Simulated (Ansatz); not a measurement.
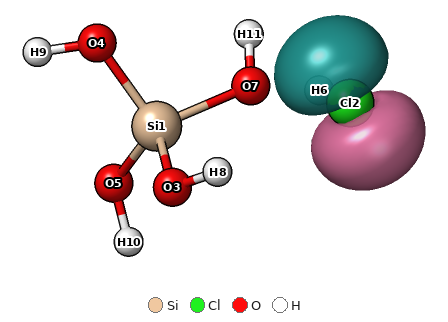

*H$_{4}$O$_{4}$Si···HCl. The HOMO at ±0.2 Å⁻³ᐟ² (teal and pink are the two phases), seen at a tilt.*

These are results of Ansatz 0.2.0, RKS PBE0/def2-SVP, not measurements.

The calculation's input:

```
crystal:
  periodic: [false, false, false]
  atoms:
    - { symbol: Si, position_ang: [-0.562011, -0.264059, 0.233216] }
    - { symbol: Cl, position_ang: [2.608811, 0.735864, -0.63482] }
    - { symbol: O, position_ang: [0.476082, -0.61373, 1.453381] }
    - { symbol: O, position_ang: [-2.086651, -0.692023, 0.652572] }
    - { symbol: O, position_ang: [-0.199878, -1.015747, -1.189542] }
    - { symbol: H, position_ang: [1.639927, 1.608275, -0.469483] }
    - { symbol: O, position_ang: [-0.559992, 1.445369, 0.027242] }
    - { symbol: H, position_ang: [1.400857, -0.394931, 1.295803] }
    - { symbol: H, position_ang: [-2.24716, -1.631921, 0.775882] }
    - { symbol: H, position_ang: [0.709271, -0.910869, -1.49189] }
    - { symbol: H, position_ang: [-1.179255, 1.733771, -0.652362] }
basis:
  gaussian: { orbitals: def2-SVP }
hamiltonian:
  xc: pbe0
relax:
  f_tol: 0.03
  max_steps: 50
output:
  orbitals: {}
```

Run with:

```sh
ansatz run input.yaml --threads 2 --pin off --max-ram 3072MiB --backend cpu --events-out ev --progress --plain --runs-dir out
```

The fields are those of the run's last geometry, not of the input's.

Describe this orbital and give its energy.

Its weight (Hirshfeld) is mainly on Cl2 (about 95 %); largely a lone pair of Cl2. Its energy is −8.72 eV.
